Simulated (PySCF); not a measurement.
System: C₅H₈O₂ (SMILES C=C(OC)C(C)=O).

```
atom    x (Å)    y (Å)    z (Å)
   C  -0.1802   1.7111  -0.5115
   C   0.1042   0.4932  -0.0455
   O  -0.7452  -0.5659   0.0457
   C  -2.0681  -0.3730  -0.3944
   C   1.4833   0.1863   0.4474
   C   1.6815  -1.2157   0.9473
   O   2.3589   1.0189   0.4347
   H  -1.1438   2.0086  -0.8816
   H   0.6022   2.4476  -0.5197
   H  -2.5768  -1.3228  -0.2402
   H  -2.0991  -0.1099  -1.4564
   H  -2.5693   0.4085   0.1852
   H   2.7055  -1.3486   1.2849
   H   0.9882  -1.4107   1.7623
   H   1.4542  -1.9197   0.1500
```

Geometry: GFN2-xTB, NEB image 0 of 0 to 8.

The calculation used PySCF 2.14.0, PBE0/pcSseg-1, SCF density, gas phase, non-relativistic.

Question: Predict the electron density and electron localisation function between the atoms.

Answer: C–O (1.21 Å): the density is about 3.3 e/Å³ at the midpoint; the ELF peaks at about 0.85 between the atoms (a multiple bond).
C–C (1.33 Å): the density is about 2.3 e/Å³ at the midpoint; the ELF peaks at about 0.90 between the atoms: a short, multiple covalent bond.
C–H (1.07 Å): ρ is about 2 e/Å³ halfway; the ELF climbs to about 1 towards the hydrogen, as it does in any bond to H: an ordinary covalent bond to hydrogen.
C–O (1.36 Å): the density is about 2.3 e/Å³ at the midpoint, with its minimum of 2 e/Å³ about 0.5 Å from C; the ELF peaks at about 0.90 between the atoms: a shared but strongly polarised pair.

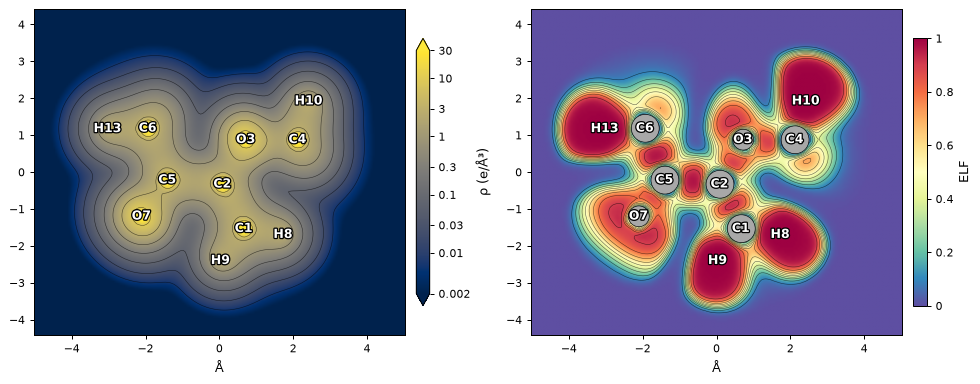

Computed electron density and electron localisation function on the plane of atoms C6, C5 and O7, in this order. Grey discs cover the atomic cores in the ELF map. 
